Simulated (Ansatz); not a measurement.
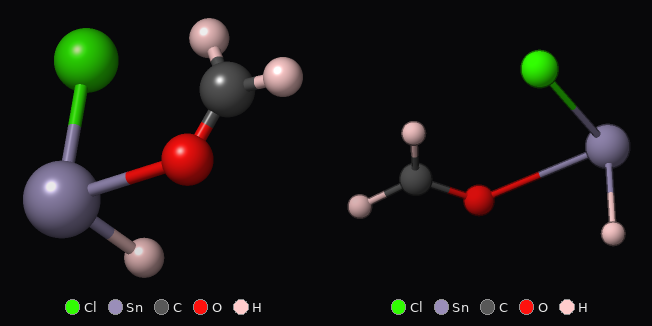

Both panels show the same species.

What is the molecular formula?

Answer. CH₃ClOSn, 7 atoms: 1 carbon, 3 hydrogen, 1 chlorine, 1 oxygen and 1 tin.

What is the point group of this geometry?

Answer. C1.

More results for the same structure follow; atom numbers are the same in all pictures, views and colours differ. The geometry was computed by an optimisation with PBE0-D4/def2-TZVP.

**Electronic properties**

Properties computed with RKS HSE06 (plane-wave form)-D4/def2-TZVPP, core potentials on Sn (Ansatz 0.2.0).

Give the HOMO energy (Kohn–Sham orbital) at this level.

Answer. −6.03 eV.

Estimate the dispersion correction.

Answer. −13.7 kJ/mol.

Estimate the LUMO energy (Kohn–Sham orbital).

Answer. −2.92 eV.

**Vibrations**

Harmonic vibrations computed with RKS PBE0-D4/def2-TZVP, core potentials on Sn (Ansatz 0.2.0) at a stationary point of the same level.

How many vibrational modes are there, and where do they lie?

Answer. 15 modes: 97, 133, 185, 261, 311, 312, 492, 583, 1222, 1272, 1504, 1708, 1778, 2984, 3093 cm⁻¹.

**Dipole moment**

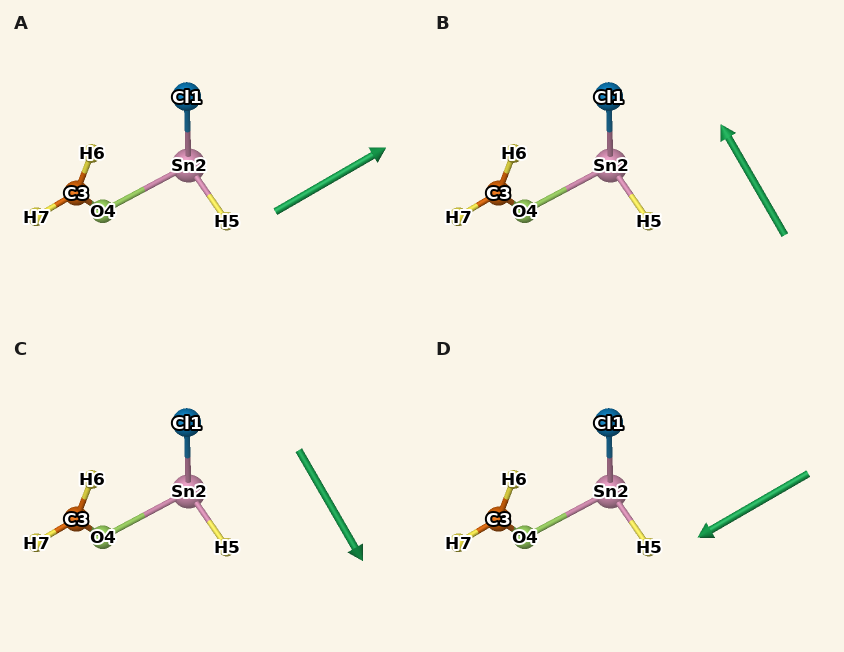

The same molecule four times, each with an arrow. Properties computed with RKS PBE-D4/def2-TZVPP, core potentials on Sn (Ansatz 0.2.0).

Which arrow points along the dipole moment, from the negative to the positive end?

Answer. D. The dipole moment is 3.42 D; it points from the side of Cl1 to the side of H7 (the outermost atoms at the two ends).
